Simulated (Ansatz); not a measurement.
**SiNi3: optical spectrum from first principles**

Aim: the dielectric function of SiNi3, and the optical constants that follow from it. The cell comes from an older database entry, whose edges can differ from later determinations, mostly by under a per cent.

Program: Ansatz 0.2.0. Level of theory: DFT, PBE, plane-wave PAW, default files, scalar-relativistic, independent-particle optical response without local fields. Results are calculated unless marked as measured.

The database entry behind the starting cell differs from later determinations by our own check (an axis about 0.9 % long against later determinations), so it need not match the best structure at ambient conditions.

### Step 1. Set-up

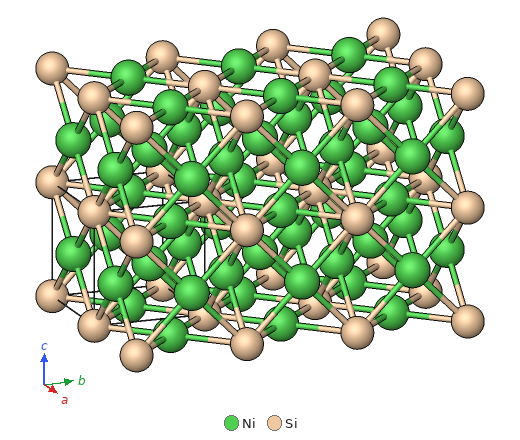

The starting structure, seen slightly off an axis (nickel green, silicon light orange). 2×3×2 cells are drawn. Some periodic images of atoms are drawn too.

Structure file:

```cif
data_structure
_symmetry_space_group_name_H-M 'P 1'
_symmetry_Int_Tables_number 1
_cell_length_a 3.5420
_cell_length_b 3.5420
_cell_length_c 3.5420
_cell_angle_alpha 90.000
_cell_angle_beta 90.000
_cell_angle_gamma 90.000
_cell_volume 44.44
loop_
_atom_site_label
_atom_site_type_symbol
_atom_site_fract_x
_atom_site_fract_y
_atom_site_fract_z
_atom_site_occupancy
Ni1 Ni 0.50000 0.50000 0.00000 1
Ni2 Ni 0.50000 0.00000 0.50000 1
Ni3 Ni 0.00000 0.50000 0.50000 1
Si4 Si 0.00000 0.00000 0.00000 1
```

### Step 2. Ground state and bands

The self-consistent density comes first; it also tells whether there is a gap, which decides the occupations and the need for a Drude term.

This step: DFT, PBE, plane-wave PAW, default files, scalar-relativistic, ground state (Ansatz 0.2.0).

The input, input.yaml:

```yaml
crystal:
  lattice:
    - [3.542, 0.0, 0.0]
    - [0.0, 3.542, 0.0]
    - [0.0, 0.0, 3.542]
  atoms:
    - { symbol: Ni, position: [0.5, 0.5, 0.0], spin: 1.0 }
    - { symbol: Ni, position: [0.5, 0.0, 0.5], spin: 1.0 }
    - { symbol: Ni, position: [0.0, 0.5, 0.5], spin: 1.0 }
    - { symbol: Si, position: [0.0, 0.0, 0.0] }
magnetization:
  spin_polarized: true
kpoints:
  mp_grid: { grid: [6, 6, 6] }
  band_path:
    path:
      - [[0.0, 0.0, 0.0], [0.0, 0.5, 0.0], [0.5, 0.5, 0.0], [0.0, 0.0, 0.0], [0.5, 0.5, 0.5], [0.0, 0.5, 0.0]]
      - [[0.5, 0.5, 0.0], [0.5, 0.5, 0.5]]
    npoints: 10
scf:
  occupations: { method: fermi_dirac, width: 0.05 }
  n_extra_bands: 10
hamiltonian:
  xc: pbe
  pseudopotentials: { kind: paw }
output:
  forces: true
  stress: true
  populations: true
  write_bands: true
  write_density: true
  write_potential: true
  elf: true
  volumetric_format: npy
```

Started as:

```console
ansatz run input.yaml --threads 4 --pin off --max-ram 8192MiB --backend cpu --events-out ev --progress --plain --runs-dir out
```

Numbers of over 12 decimals in the logs are rounded to 6 here.

Log:

```text
scf.n_extra_bands = 10 over 29 filled bands (N_el = 58.0): the run solves 39 bands
Engine: ansatz 0.2.0, x86_64-unknown-linux-gnu
Pseudopotentials: kind: paw
Pseudopotential: Ni, paw, valence charge 18, recommended cutoff 420 eV (normal), Ni.paw.azcp
Pseudopotential: Si, paw, valence charge 4, recommended cutoff 420 eV (normal), Si.paw.azcp
Functional definition: PBE
  parameter kappa = 0.804
  parameter beta = 0.066725
  exchange = pbe_x(kappa = kappa, mu = beta*pi^2/3)
  correlation = pbe_c(beta = beta)
Crystal: 4 atoms, lattice volume = 44.437 Å³
Basis set: ecut = 420 eV, 895 PW (Γ), exchange–correlation on 48×48×48 points (8 copies of the dense FFT grid, shifted against one another)
Bands: 39, of which v1, the nominal top of the filled ones, is band 29 counted from 1 (28 counted from 0)
Symmetry: 48 space group operations
Space group: Pm-3m (ITA 221), of the structure as read, at distance tolerance 3.5e-5 Å
Magnetic group: BNS 221.92 (UNI 1594), of the structure as read, at distance tolerance 3.5e-5 Å
k-points: 20 of 216
Non-local potential: Ni, projectors of the file, l = 0: 3, l = 1: 2, l = 2: 3, l = 3: 1
Non-local potential: Si, projectors of the file, l = 0: 2, l = 1: 2, l = 2: 2
PAW form: soft (Blöchl's): semilocal exchange-correlation on the pseudo side does not see the compensation charge
PAW one-centre angular grid: Ni, 590 points (default); XC on 64 Gauss nodes
PAW one-centre angular grid: Si, 110 points (default); XC on 64 Gauss nodes
Initial density: superposition of atomic densities (chi_scale 0.1, normalization cell)
Starting moments: Σ|m| = 3 μB on 3 of 4 sites
Initial wavefunctions: pseudopotential atomic-orbital guess
Functional: x = pbe(κ = 0.804, μ = 0.219515), c = pbe(β = 0.066725)
iter 1 solved again at ethr=2.48e-3 eV; its pass at ethr=3.10e-3 eV (dr2=1.44e0 eV) is discarded
SCF iter   1: F=—  HF=-18153.623662 eV  |F-HF|=—  |Δ(HF+E_count)|=         —  Δρ=1.26e-1 (↑1.26e-1 ↓6.61e-2)  dr2=1.45e0  dr2_m=3.55e0  M=0.525 μB ∫|m|=0.710 μB  β_m=0.30  ethr=2.48e-3  ⟨swp⟩=1.0  Hψ=7746  notcnv=0
Mixer restart at iter 1: flushing history
preconditioner: auto → Kerker (q_TF=auto, 2.852 Å⁻¹)  [metal: Δε(μ)=0.020 eV  Ē_g=9.431 eV  σ=0.050 eV  W_gap=0.10  n_scr=18 (ndim 8)  ℏωp=32.5 eV  f_vac=0.000  D(μ)=3.32/eV (n_scr^D=32)]
spin=Collinear: Kerker preconditioning applied to the charge; magnetization (m = ρ↑ − ρ↓) channel mixes plain (no charge-response kernel on spin).
SCF iter   2: F=—  HF=-18153.598525 eV  |F-HF|=—  |Δ(HF+E_count)|=   2.51e-2  Δρ=9.27e-2 (↑6.58e-2 ↓9.27e-2)  dr2=5.31e-1  dr2_m=2.48e0  M=0.273 μB ∫|m|=0.434 μB  β_m=0.59  ethr=2.48e-3  ⟨swp⟩=2.0  Hψ=2410  notcnv=0
SCF iter   3: F=—  HF=-18155.847787 eV  |F-HF|=—  |Δ(HF+E_count)|=    2.25e0  Δρ=5.44e-2 (↑2.88e-2 ↓5.44e-2)  dr2=5.27e-1  dr2_m=6.74e-1  M=0.126 μB ∫|m|=0.247 μB  β_m=0.79  ethr=9.16e-4  ⟨swp⟩=2.7  Hψ=2773  notcnv=0  defer=120
SCF iter   4: F=—  HF=-18156.952890 eV  |F-HF|=—  |Δ(HF+E_count)|=    1.11e0  Δρ=2.68e-2 (↑2.22e-2 ↓2.68e-2)  dr2=8.54e-1  dr2_m=2.39e-3  M=0.029 μB ∫|m|=0.067 μB  β_m=0.78  ethr=9.09e-4  ⟨swp⟩=2.8  Hψ=2409  notcnv=0  defer=120
SCF iter   5: F=—  HF=-18156.784307 eV  |F-HF|=—  |Δ(HF+E_count)|=   1.69e-1  Δρ=8.46e-3 (↑8.46e-3 ↓3.64e-3)  dr2=1.13e-2  dr2_m=1.29e-2  M=0.030 μB ∫|m|=0.059 μB  β_m=0.89  ethr=9.09e-4  ⟨swp⟩=2.7  Hψ=2564  notcnv=0  defer=115
SCF iter   6: F=—  HF=-18156.777670 eV  |F-HF|=—  |Δ(HF+E_count)|=   6.64e-3  Δρ=8.29e-3 (↑3.21e-3 ↓8.29e-3)  dr2=3.78e-2  dr2_m=3.05e-3  M=-0.007 μB ∫|m|=0.011 μB  β_m=0.89  ethr=1.94e-5  ⟨swp⟩=2.1  Hψ=2590  notcnv=0  defer=114
SCF iter   7: F=—  HF=-18156.781734 eV  |F-HF|=—  |Δ(HF+E_count)|=   4.06e-3  Δρ=8.44e-4 (↑8.44e-4 ↓2.92e-4)  dr2=1.69e-4  dr2_m=1.15e-4  M=-0.003 μB ∫|m|=0.004 μB  β_m=0.94  ethr=1.94e-5  ⟨swp⟩=2.2  Hψ=2673  notcnv=0  defer=110
SCF iter   8: F=—  HF=-18156.781697 eV  |F-HF|=—  |Δ(HF+E_count)|=   3.70e-5  Δρ=2.64e-4 (↑1.17e-4 ↓2.64e-4)  dr2=4.83e-5  dr2_m=2.51e-6  M=-0.001 μB ∫|m|=0.001 μB  β_m=0.97  ethr=2.91e-7  ⟨swp⟩=2.4  Hψ=2553  notcnv=0  defer=110
SCF iter   9: F=—  HF=-18156.781684 eV  |F-HF|=—  |Δ(HF+E_count)|=   1.25e-5  Δρ=6.80e-5 (↑2.28e-5 ↓6.80e-5)  dr2=2.69e-6  dr2_m=2.45e-7  M=-0.000 μB ∫|m|=0.000 μB  β_m=0.99  ethr=8.32e-8  ⟨swp⟩=2.1  Hψ=1969  notcnv=0  defer=110
SCF iter  10: F=—  HF=-18156.781684 eV  |F-HF|=—  |Δ(HF+E_count)|=   3.44e-7  Δρ=1.38e-5 (↑1.38e-5 ↓4.93e-6)  dr2=1.21e-7  dr2_m=9.02e-9  M=-0.000 μB ∫|m|=0.000 μB  β_m=0.99  ethr=4.64e-9  ⟨swp⟩=2.0  Hψ=2066  notcnv=0  defer=110
SCF iter  11: F=—  HF=-18156.781684 eV  |F-HF|=—  |Δ(HF+E_count)|=   4.17e-9  Δρ=7.13e-6 (↑7.13e-6 ↓5.07e-6)  dr2=4.71e-8  dr2_m=4.67e-10  M=-0.000 μB ∫|m|=0.000 μB  β_m=0.89  ethr=2.08e-10  ⟨swp⟩=1.2  Hψ=1574  notcnv=0  defer=110
SCF iter  12: F=-18156.781684 eV  HF=-18156.781684 eV  |F-HF|=4.80e-10  |Δ(HF+E_count)|=   7.24e-9  Δρ=7.12e-7 (↑5.94e-7 ↓7.12e-7)  dr2=5.78e-10  dr2_m=1.81e-12  M=-0.000 μB ∫|m|=0.000 μB  ethr=8.12e-11  ⟨swp⟩=11.2  Hψ=9959  notcnv=0
SCF 1 converged in 12 iterations: F = -18156.781684 eV  dr2 = 5.78e-10
  greatest PAW one-centre occupation: 1.001 electrons in one spin orbital (limit 2), on the Ni atom at site 0 (counted from 0), in its partial waves of l = 1
WARN: the starting moments were not kept: the SCF closed with an absolute magnetisation of 2.8e-6 μB, where they sum to 3 μB in size (3 sites). That is at most 0.1 of that sum. Measured as dr2_m measures the in/out step, that magnetisation stands 5.7e-12 eV from none, at or under the dr2_threshold of 1.0e-7 eV: it is no larger than a step whose dr2_m would equal this threshold. The system may hold no moment; this SCF [...]
NSCF: frozen V_eff on 62 k-points
SCF converged after 12 iterations
Magnetization: -0.0000 μB (29.0000 up, 29.0000 down)
Absolute magnetization: 0.0000 μB (∫|ρ↑−ρ↓|, with the PAW one-centre terms)
Spin contamination: 0.0000 ħ² per cell (⟨S²⟩ above its minimum at these occupations)
Per-site moments (μB) at R_I (Å): [(-7.085866723926738e-7, 1.033136), (-7.08586672292538e-7, 1.033136), (-7.08586672320786e-7, 1.033136), (1.229338946466577e-7, 1.033136)]
Free energy (F): -18156.781684 eV
Harris-Foulkes:  -18156.781684 eV  (|F-HF|=4.80e-10)
Internal energy: -18156.766598 eV  (E = F + TS)
E sigma→0 (E₀):  -18156.774141 eV
Entropy (-TS):   -0.015086 eV (-3.772 meV/atom)
Fermi energy:    16.879388 eV
--- Per-component energies (eV) ---
  E_band       = -877.708203
  E_kinetic    = 893.218640
  E_local      = -11767.457844  (includes V_loc(G=0)·N_el)
  E_nonlocal   = 1932.810241
  E_hartree    = 5012.929558
  E_xc         = -311.879149
  E_vxc        = -378.003285  (∫ρ·V_xc dr)
  E_paw        = -5404.822595  (= ΣΔE_a)
  E_vpaw       = -1584.139688  (= ΣTr[D̂ρ^β])
  E_aug_tail   = 0.001307  (compensation charges beyond the density's cutoff)
  E_ewald      = -8511.566755
  E_smearing   = -0.015086  (= −TS)
  E_closure    = -0.000000  (closes the sum)
  Σ components = -18156.781684   (vs F -18156.781684, Δ=0.00e0)
--- Forces (eV/Å), atoms counted from 1 ---
  atom   1  Ni     0.00000000    -0.00000000     0.00000000
  atom   2  Ni     0.00000000    -0.00000000    -0.00000000
  atom   3  Ni     0.00000000    -0.00000000    -0.00000000
  atom   4  Si    -0.00000000     0.00000000     0.00000000
  max |Σ_I F_I| component: 7.19e-29 eV/Å
--- Stress (GPa, compression-positive) ---
       -5.985987       0.000000      -0.000000
        0.000000      -5.985987       0.000000
       -0.000000       0.000000      -5.985987
  P = ⅓ Tr σ = -5.9860 GPa (-59.860 kbar)
--- Band table (eV; the first three rows and the last of 40) ---
  k-point 0 ↑: bands = [... 25 lower, 16.2598, 16.2598, 16.5776, 16.8901, 16.8901, 16.8901, 21.3675, 23.0080, ... 6 higher]
  k-point 1 ↑: bands = [... 25 lower, 16.1991, 16.2615, 16.4524, 16.8904, 17.4960, 17.4960, 21.8072, 22.9564, ... 6 higher]
  k-point 2 ↑: bands = [... 25 lower, 15.8558, 16.0454, 16.3193, 16.8911, 18.9894, 18.9894, 21.8380, 22.8268, ... 6 higher]
  k-point 19 ↓: bands = [... 25 lower, 15.6706, 15.6706, 16.4268, 16.6624, 16.6624, 16.6624, 17.9426, 20.7104, ... 6 higher]
--- Löwdin populations: 4 sites ---
  site symbol       q [e]    m [muB]
     0     Ni     17.6319    -0.0000
     1     Ni     17.6319    -0.0000
     2     Ni     17.6319    -0.0000
     3     Si      4.4159     0.0000
  spilling = 0.011868 (of n_electrons = 58.000000)
```

Run time: 28 s. Hardware: 4 threads of Intel Xeon at 2.50GHz (Skylake/Cascade Lake), shared host; peak memory 0.42 GiB; 25 s of CPU time.

Numbers from this step:

- free energy: -18156.7817 eV
- Fermi energy: 16.88 eV
- electrons: 58
- symmetry operations: 48
- pressure: -5.986 GPa
- volume: 44.44 Å³
- gap on the path: 0 eV

There are states at the Fermi level within the smearing, so the occupations stay smeared and the carriers get a Drude term. The cell is left with a pressure of -6.0 GPa, as it stands unrelaxed at this level.

Both spins together. Electronic bands along the path, in eV, zero at the Fermi level; # counts the bands kept:

```csv
point,#31,#32,#33,#34,#35,#36,#37,#38
Γ,-0.30,-0.30,0.01,0.01,0.01,0.01,0.01,0.01
X,-0.56,-0.56,0.01,0.01,3.45,3.45,3.45,3.45
M,-0.99,-0.99,-0.93,-0.93,0.60,0.60,0.60,0.60
Γ,-0.30,-0.30,0.01,0.01,0.01,0.01,0.01,0.01
R,-0.45,-0.45,-0.22,-0.22,-0.22,-0.22,-0.22,-0.22
X,-0.56,-0.56,0.01,0.01,3.45,3.45,3.45,3.45
jump to M,-0.99,-0.99,-0.93,-0.93,0.60,0.60,0.60,0.60
R,-0.45,-0.45,-0.22,-0.22,-0.22,-0.22,-0.22,-0.22
```

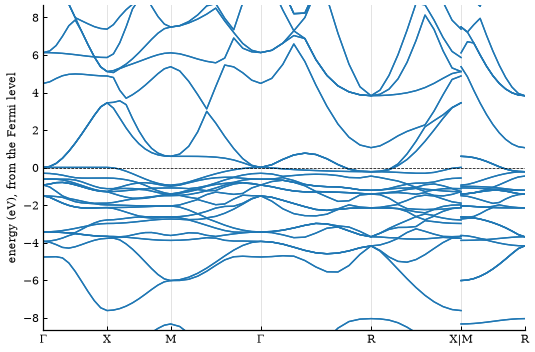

Electronic bands along the path.

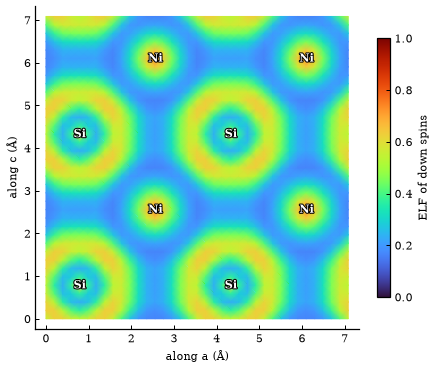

ELF of down spins in the ac plane at fractional y = 0.000, with atoms of Ni and Si within 0.2 Å of it. It is the smooth field of the valence electrons, not physical close to the nuclei. The map starts off the cell's origin, so that atoms lie inside it.

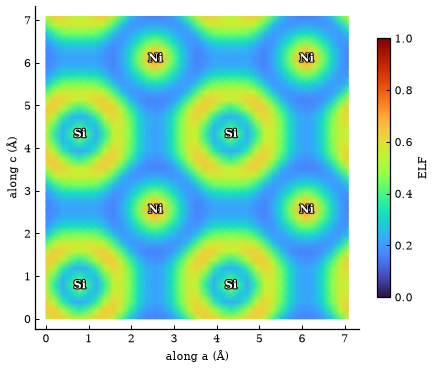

ELF in the ac plane at fractional y = 0.000, with atoms of Ni and Si within 0.2 Å of it. It is the smooth field of the valence electrons, not physical close to the nuclei. The map starts off the cell's origin, so that atoms lie inside it.

(Continued in part 2 of 2.)

[Logs are printed without paths, hosts, clocks, repeated set-up lines and the standing remarks that a program may print on its own settings, such as how far it seeks lower states.]

[Hosts, paths, dates, database ids (printed as entryN), source tags and the programs' standing remarks are cut or masked in the printed files.]
